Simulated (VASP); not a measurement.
Band structure of SbPt (space group Cmcm). Level of theory: PBE GGA, VASP's PBE PAW potentials (set 64) (plane waves; VASP).

Unless said otherwise, spin-orbit coupling is left out, though it shifts the bands of the heavy elements here.

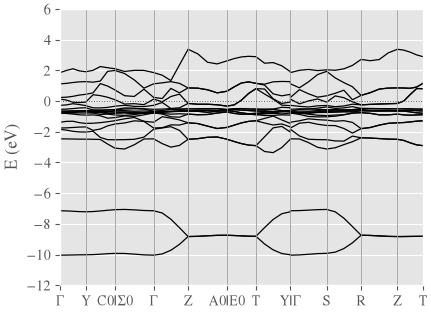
Fig. 1. Bands along high-symmetry lines, zero at the valence-band maximum or, without a gap, the Fermi level

Read the plot: is there a gap, and where are the band edges?

It has no gap at this level: it comes out as a metal or semimetal.

The structure was generated: SbPt was put into an ordered model structure, which need not be its known phase. The cell was not relaxed at this level. The k-mesh is coarse (spacing up to 0.44 per Å, 2π included), so the numbers may not be converged in it.
